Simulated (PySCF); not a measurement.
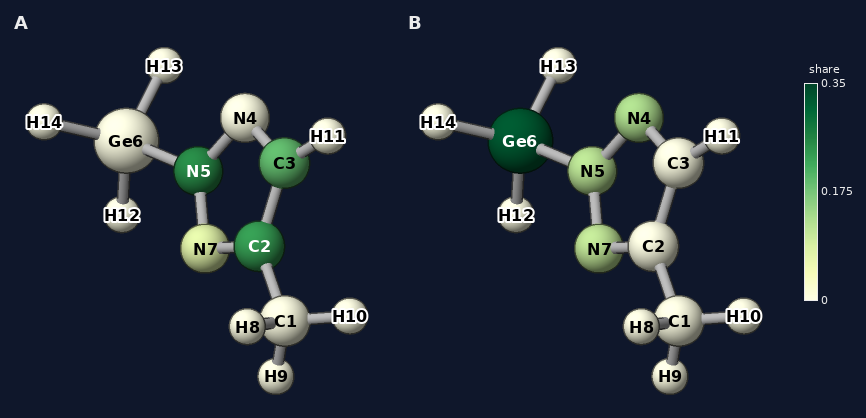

Each panel colours the atoms by their Löwdin share in one orbital (up to four of the largest shares; other atoms are shown as zero). Computed geometry: GFN2-xTB optimisation. No frequency run is at hand to confirm it as a minimum. Method: CAM-B3LYP/def2-SVPD (PySCF 2.14.0).

### The panels show the HOMO, LUMO, in some order. Which is which?

A: HOMO, −8.68 eV; N5 0.25, C2 0.23, C3 0.19, N7 0.07
B: LUMO, 0.93 eV; Ge6 0.32, N4 0.13, N5 0.12, N7 0.11

The geometry is semi-empirical. Around Ge such bond lengths and angles can be off by a tenth of an ångström or more and by several degrees, and values that hang on the shape move with them.
